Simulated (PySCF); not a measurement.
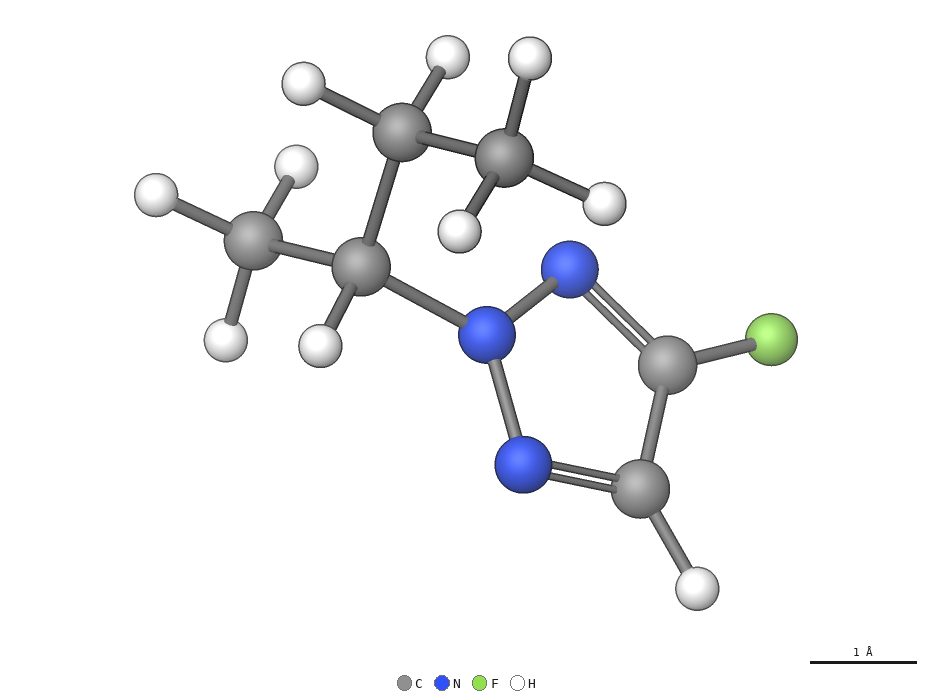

Describe the molecule.

The molecule is C6H10FN3. SMILES: `CC[C@@H](C)n1ncc(F)n1`. Independent rings (smallest set): 1 of 5 members, 1 of them aromatic. Among its groups: C–F bond. This geometry has C1 symmetry. Coordination: 4 C tetrahedral; 1 N trigonal planar; 2 N bent; 2 C trigonal planar.

The parts below concern this one geometry. Atoms keep their numbers from picture to picture. Computed geometry: PBE0-D3(BJ)/def2-SVP optimisation. No frequency run is at hand to confirm it as a minimum.

**Geometry**

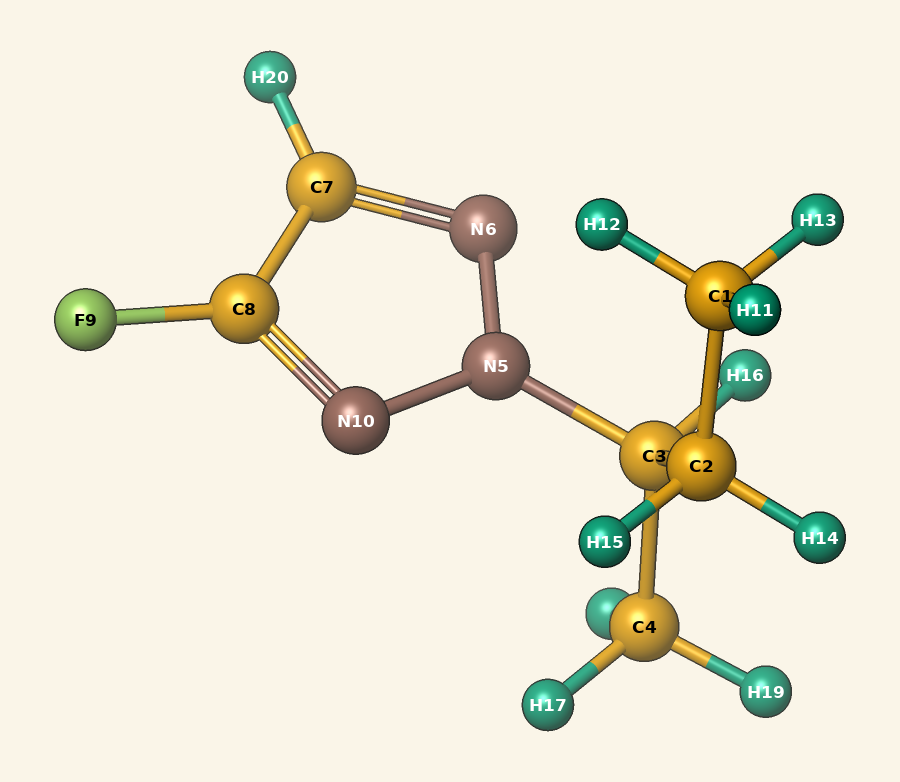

C3 lies behind C2. The molecule seen a little off the C2–C3 bond, C2 in front. Atoms fade into the background with distance from the viewer. No frequency run is at hand to confirm it as a minimum.

> What is the torsion angle C1–C2–C3–N5? The sign is positive where the front bond must turn clockwise to cover the back bond.

−59°, synclinal (gauche). The bonds about C2–C3 are staggered.

**Excitation**

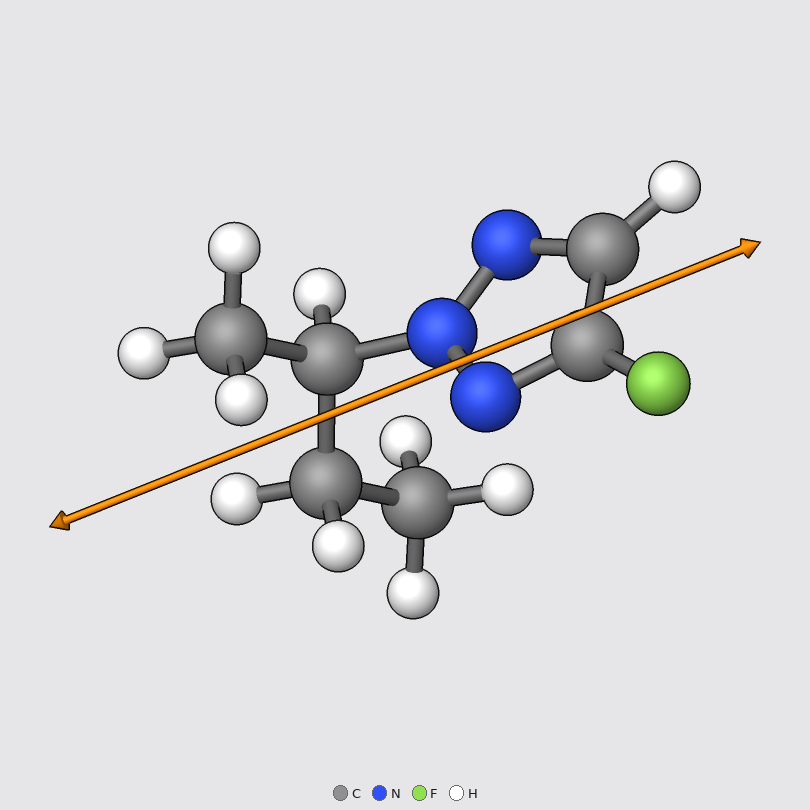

The double arrow shows the direction of the transition dipole to excited singlet state 1 (its length means nothing). No frequency run is at hand to confirm it as a minimum. Level of theory: TDDFT PBE0/def2-SVPD, vertical, gas phase, core orbitals frozen in the response (PySCF 2.14.0).

> Give its energy, strength and character.

6.36 eV (195 nm), oscillator strength 0.20, mainly HOMO → LUMO (weight 0.94); transition dipole 2.87 D.

**Ring current**

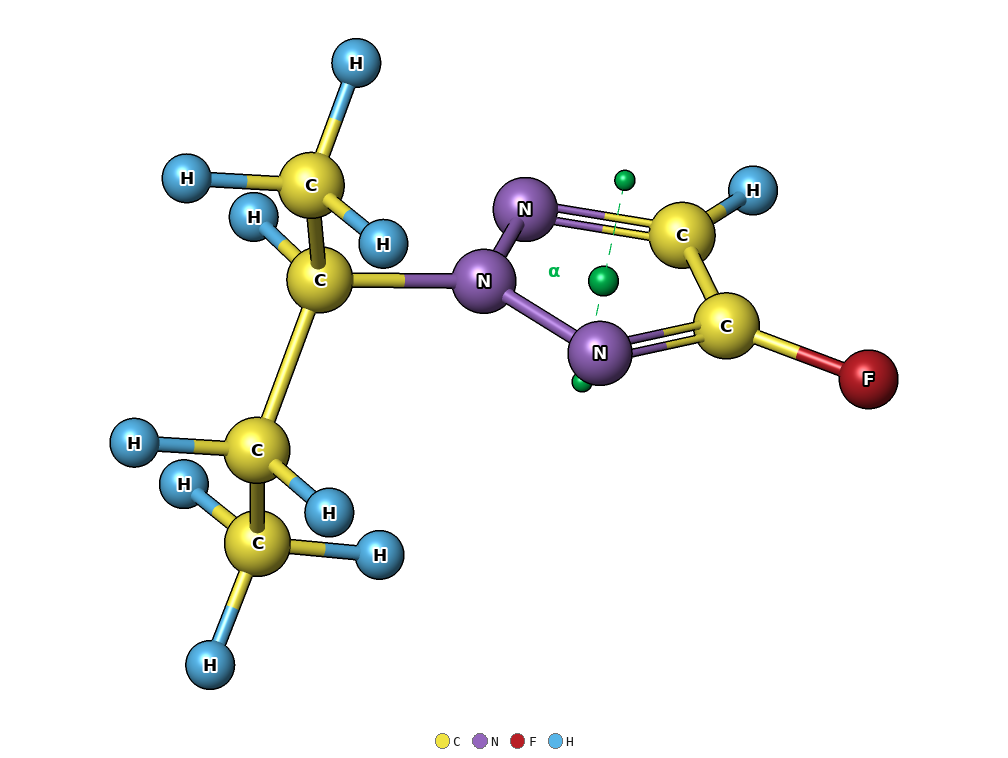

The small points mark where nucleus-independent chemical shifts (NICS) were computed: at the centre of each lettered ring and 1 Å above and below it. No frequency run is at hand to confirm it as a minimum. Properties computed with GIAO WP04/pcSseg-1 NMR shielding, non-relativistic, gas phase (PySCF 2.14.0).

Give NICS(0), NICS(1) and the out-of-plane component NICS(1)zz for each ring (means of the two sides).

| ring | members | NICS(0) | NICS(1) | NICS(1)zz |
| --- | --- | --- | --- | --- |
| α | C2N3 | −13.7 | −11.7 | −28.8 |

Values in ppm.

> What do the values say about the ring currents?

Ring α: diatropic, as in an aromatic ring. NICS is one index among several.

**Polarisability**

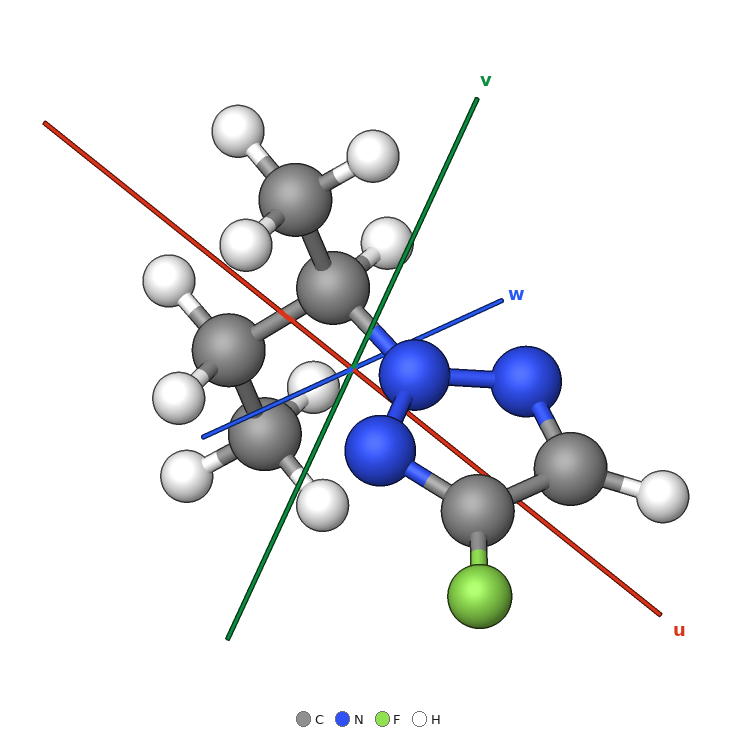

The lines u, v and w are the principal axes of the static dipole polarisability. No frequency run is at hand to confirm it as a minimum. Method: PBE0/def2-SVPD (PySCF 2.14.0).

> Along which axis is the molecule most polarisable, and along which least?

Most along u, least along v.

> Give the three principal values.

u 109.4, v 79.5, w 83.9 bohr³; mean 90.9, anisotropy 28.0 bohr³.
